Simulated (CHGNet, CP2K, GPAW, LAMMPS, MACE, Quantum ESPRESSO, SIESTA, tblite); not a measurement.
**Glassy 68SiO2-14MgO-11ZnO-7BaO (mol %) (75 atoms): other programs against plane waves**

One geometry of glassy 68SiO2-14MgO-11ZnO-7BaO (mol %) (75 atoms) is solved by several programs and methods. How far do their forces lie from a plane-wave PBE run?

Results are calculated, not measured.

### 1. The structure

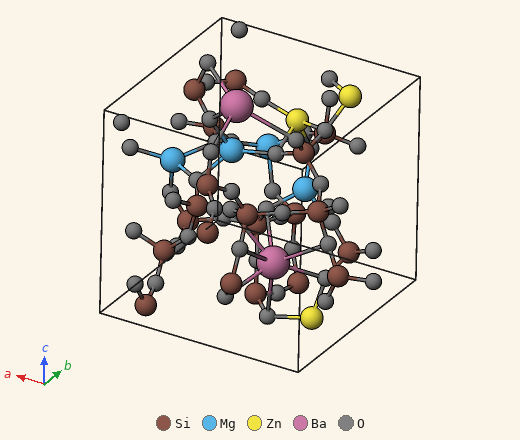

The cell (silicon brown, magnesium blue, zinc yellow, barium pink, oxygen grey). Bonds to atoms that aren't drawn are left out. Some periodic images of atoms are drawn too.

The cell holds 75 atoms (19 Si, 4 Mg, 3 Zn, 2 Ba and 47 O), with edges of 10.49, 10.49 and 10.49 Å. Recipe: 75 atoms (19 Si, 4 Mg, 3 Zn, 2 Ba, 47 O) placed at random at 2.67 g/cm³, melted at 4000 K for 10 ps at fixed volume with the Morse and Coulomb pair potential with partial charges (Pedone, Malavasi, Menziani, Cormack and Segre, J. Phys. Chem. B 110, 11780 (2006)). Quenched from 4000 K to 300 K at 25 K/ps and fixed volume, held 5 ps, then minimised at fixed cell. The density is 2.67 g/cm³.

### 2. The reference input

Quantum ESPRESSO 7.5: Kohn-Sham DFT, PBE, SSSP efficiency 1.3.0 pseudopotentials, plane waves. Its input, pw.in:

```
&control
  calculation = 'scf'
  pseudo_dir = './pseudo'
  outdir = './tmp'
  disk_io = 'none'
  tprnfor = .true.
  tstress = .true.
/
&system
  ibrav = 0
  nat = 75
  ntyp = 5
  ecutwfc = 60
  ecutrho = 480
  nosym = .true.
  occupations = 'smearing'
  smearing = 'fd'
  degauss = 0.003675
/
&electrons
  conv_thr = 3.8e-07
  electron_maxstep = 100
  mixing_beta = 0.4
  mixing_mode = 'plain'
  diagonalization = 'david'
/
ATOMIC_SPECIES
Si 28.085 Si.upf
Mg 24.305 Mg.upf
Zn 65.380 Zn.upf
Ba 137.327 Ba.upf
O 15.999 O.upf
CELL_PARAMETERS angstrom
10.48540 0.00000 0.00000
0.00000 10.48540 0.00000
0.00000 0.00000 10.48540
ATOMIC_POSITIONS crystal
Si 0.77001 0.42486 0.40191
Si 0.39756 0.82933 0.29783
Si 0.37019 0.25419 0.50664
Si 0.60854 0.07012 0.53649
[... 69 atom lines left out ...]
O 0.66608 0.07890 0.39214
O 0.91471 0.46590 0.36805
K_POINTS gamma
```

```console
$ OMP_NUM_THREADS=1 mpirun -np 4 pw.x -in pw.in > output.txt
```

The job ended after 3 min (4 MPI ranks of Arm Neoverse V2, shared host; peak memory 3.6 GiB).

It converged with an r.m.s. force component of 0.92 eV/Å and a pressure of 1.4 GPa.

Its highest filled and lowest empty levels lie 2.89 eV apart on its k-points.

### 3. What was run beside it

- CHGNet: machine-learned potential, published weights.
- CP2K 2026.2: Gaussian basis with GTH pseudopotentials and a plane-wave density; labels give functional, basis (MOLOPT sets; SR short-range, UZH the newer set with its own potentials), grid cutoff/relative cutoff and solver (OT: orbital transformation; TRS4, TC2, SIGN: linear-scaling purification with its sparsity filter), or its built-in tight binding.
- GPAW 26.7.0: PAW with atomic orbitals (LCAO), plane waves or a real-space grid of spacing h.
- MACE: machine-learned potential, published weights.
- Quantum ESPRESSO 7.5: plane waves; labels (QE) give functional, pseudopotential set and cutoffs of waves/density.
- SIESTA 5.4.2: numerical atomic orbitals, whose automatically made sets are far from complete, with PseudoDojo norm-conserving potentials that we converted to its format (checked against plane waves on the same files for H, C, O, Si, Ge and Ca alone); labels give functional, basis size, energy shift and mesh cutoff.
- tblite 0.8.0: extended tight binding, driven from Python.

All use the same cell and atoms, and the electronic-structure runs the same k-mesh.

### 4. Side by side

Differences are against the reference: forces as r.m.s. over components, share as that over the reference's r.m.s. force, slope as the fitted ratio of a run's forces to the reference's.

```csv
run,"Δ force, r.m.s. (meV/Å)",share (%),slope,Δ pressure (GPa),Δ gap (eV),cores,CPU time,memory (GiB)
reference,-,-,-,-,-,4,12 min,3.6
CHGNet 0.3.0 potential,124,13.5,0.941,0.252,-,1,3.2 s,0.93
CHGNet r2SCAN potential,277,30.2,0.725,-3.59,-,1,3.1 s,0.93
"CP2K PBE, DZVP-MOLOPT-SR, 1200/50 Ry, SIGN filter 1e-06, SCF 1e-06",171,18.6,0.932,0.326,-,1,4.7 min,3.8
"GPAW PBE, LCAO dzp, h 0.18 Å",322,35.0,1.304,-,-0.128,1,2.3 min,1.7
"GPAW PBE, LCAO dzp, h 0.22 Å (coarse)",359,39.0,1.316,-,-0.133,1,83 s,0.98
"GPAW PBE, LCAO sz(dzp), h 0.18 Å (coarse)",1153,125,1.971,-,-0.307,1,54 s,1.3
"GPAW PBE, LCAO szp(dzp), h 0.18 Å (coarse)",309,33.6,1.230,-,-0.171,1,1.7 min,1.6
MACE MPA-0 medium potential,65.3,7.10,0.958,-0.0107,-,1,6.9 s,0.93
"QE PBE, gbrv-1.5, 40/200 Ry",32.2,3.50,0.974,0.0863,0.0269,2,4.7 min,1.6
"SIESTA PBE, DZP, shift 0.01 Ry, mesh 500 Ry",220,23.9,1.179,1.67,-0.073,2,3.8 min,1.9
"SIESTA PBE, TZP, shift 0.01 Ry, mesh 500 Ry",164,17.8,1.124,0.323,-0.0798,4,5.2 min,2.6
"SIESTA revPBE, PBE potentials, DZP, shift 0.01 Ry, mesh 500 Ry",207,22.5,1.165,2.99,0.059,2,3.8 min,1.9
tblite GFN1-xTB,502,54.6,0.951,-4.02,-,1,3.8 s,0.11
```

Rows marked coarse were listed beforehand as settings not expected to be converged; some can still land near the reference.

Times of the machine-learned potentials are mostly Python's start and the loading of weights.

CPU time is summed over cores on shared hosts, so it is rough.

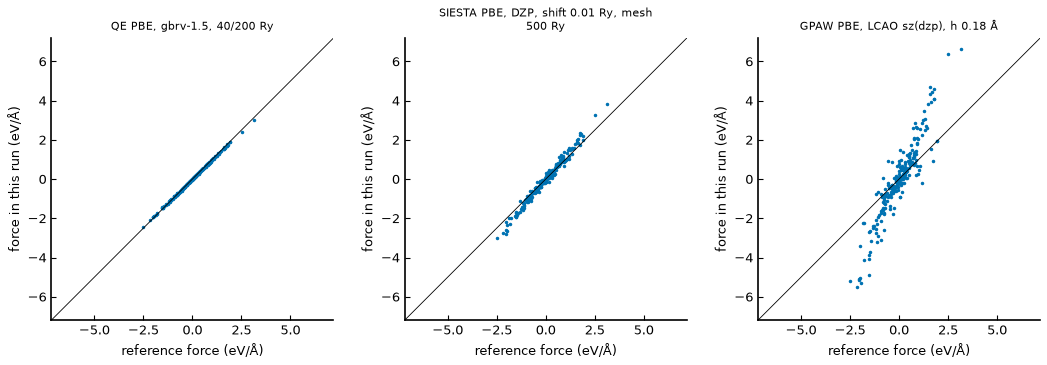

Force components against those of the reference; the line marks equality.

### 5. What came out

Forces lie from 3.5 % (QE PBE, gbrv-1.5, 40/200 Ry) to 125 % (GPAW PBE, LCAO sz(dzp), h 0.18 Å, coarse) of the reference's r.m.s. force of 0.92 eV/Å away from it. Other PBE runs on plane waves or a grid: QE PBE, gbrv-1.5, 40/200 Ry 3.5 % of the r.m.s. force; the reference has errors of its own, so differences under a few per cent don't tell which side is nearer the exact PBE result. The PBE runs in local orbitals, coarse settings apart, differ by 18 % (SIESTA PBE, TZP, shift 0.01 Ry, mesh 500 Ry) to 35 % (GPAW PBE, LCAO dzp, h 0.18 Å); basis, grid and potentials can all enter. Tight binding differs by 55 % (tblite GFN1-xTB); it is another model, with fitted parameters of its own, and the xTB methods hold dispersion.

Machine-learned potentials differ by 7.1 % (MACE MPA-0 medium potential) to 30 % (CHGNet r2SCAN potential); they were trained on other programs' data, some at another functional. Rows with another functional or a dispersion term differ by 22 % (SIESTA revPBE, PBE potentials, DZP, shift 0.01 Ry, mesh 500 Ry), which mixes the change of model with differences of basis and potentials, some of them made for another functional. Runs with settings chosen to be coarse differ by 34 % (GPAW PBE, LCAO szp(dzp), h 0.18 Å) to 125 % (GPAW PBE, LCAO sz(dzp), h 0.18 Å), their programs' other errors included. GPAW PBE, LCAO dzp, h 0.22 Å stiffens the forces by a factor of 1.32 while following their directions (correlation 0.985); the slopes of the 4 GPAW runs lie between 1.23 and 1.97; the difference isn't even, but is largest on one element. From GPAW PBE, LCAO dzp, h 0.22 Å to the finer GPAW PBE, LCAO dzp, h 0.18 Å the share falls from 39 to 35 %. Pressures at PBE, coarse settings apart, lie +0.09 to +1.67 GPa from the reference's. Gaps at PBE, coarse settings apart, lie -0.13 to +0.03 eV from the reference's.

Caveats: Periodic xTB results under one method name differ between programs and library versions. The potentials hold different valence shells: 446 electrons in the reference, 454 in GPAW, 478 in Quantum ESPRESSO with GBRV and 478 in SIESTA; this bears on time and differences. The reference's pressure holds the uncorrected Pulay stress of its 60 Ry basis, so small pressure differences may be the reference's own error. Machine-learned potentials mimic data converged in k, so the reference's own k-point error enters their differences. The quench rate of 25 K/ps is many orders above laboratory rates, so the cell is likely richer in defects and strain than a real sample. The network of bonds at the start is that of the classical potential that made the cell, and needn't be the one that DFT or experiment would give. The reference's stress is far from hydrostatic: its diagonal is -0.3, 1.5, 2.9 GPa, compression counted positive. The electronic-structure runs sample only Γ, in a cell whose shortest periodic width is 10 Å. Spin–orbit coupling is left out, which matters for the levels of the heavy elements. Where levels are smeared, the DFT runs use Fermi–Dirac occupations at 580 K (0.05 eV), and energies are free energies. The reference's cutoffs and mesh weren't converged further here.

[Logs are printed without paths, hosts, clocks, repeated set-up lines and the standing remarks that a program may print on its own settings, such as how far it seeks lower states.]

[Hosts, paths, dates, database ids (printed as entryN), source tags and the programs' standing remarks are cut or masked in the printed files.]

[Cells were taken only where this reference lay near another plane-wave run.]
